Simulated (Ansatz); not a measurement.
# Fields on a plane of Co (hcp, Mg type)

```xyz
2
Lattice="2.4939 0.0000 0.0000 -1.2470 2.1598 0.0000 0.0000 0.0000 4.0317" Properties=species:S:1:pos:R:3 pbc="T T T"
Co     0.0000     1.4399     3.0238
Co     1.2470     0.7199     1.0079
```

The slice is a (1 -1 0 0) plane (indices of the conventional cell) through the point (0.667, 0.333, 0.250) (fractional), spanned by u = [110] and v = [001] in vectors of this cell: u (2.49 Å) and v (4.03 Å, at 90° to u). It covers one period; positions are fractions (u, v).

Atoms on it: Co at (0.00, 0.00). Other atoms lie within 1 Å of the plane.

These are PBE (plane waves to 420 eV, PAW, scalar-relativistic; Ansatz, a quantum-chemistry and plane-wave program) values and carry that method's errors. k mesh 21×21×12. These are valence fields of a PAW run, semicore shells included where kept as valence: close to a nucleus they are smooth pseudo fields. Co was relaxed with its symmetry unable to fall. Relaxed Co ends ferromagnetic. The PAW data are Ansatz's earlier set. Other magnetic orders were not checked, so this need not be the ground state.

```
|%*-.          .-*|
|=-:.          .:-|
|...            ..|
|                 |
|                 |
|                 |
|                 |
|                 |
|                 |
|                 |
|                 |
|                 |
|                 |
|                 |
|                 |
|                 |
|                 |
|                 |
|                 |
|                 |
|                 |
|                 |
|                 |
|                 |
|...            ..|
|=-:.          .:-|
|%*-.          .-*|
|@%=.          .=%|
```
Scale: ten equal steps from -0.03 (start of ' ') to 6.60 (end of '@'), in the order ' .:-=+*#%@'. Values: spin density, up minus down in e/Å³. The map has 17 points along u (one character each, u = 0 at the left) and 28 along v (v = 0 in the bottom row). 

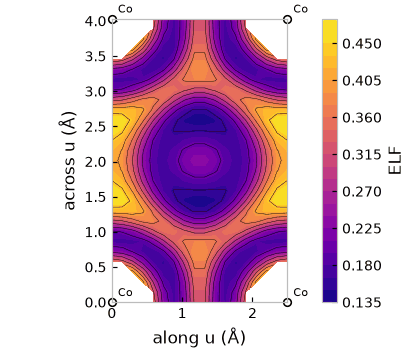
Figure: ELF of the down spins, one period of the plane, atoms marked. Points within 0.5 Å of a nucleus are left white, as the pseudised field means little there.

* **Density on the Co–Co line (2.49 Å) at its midpoint**: 0.34 e/Å³
* **ELF at that point**: 0.3
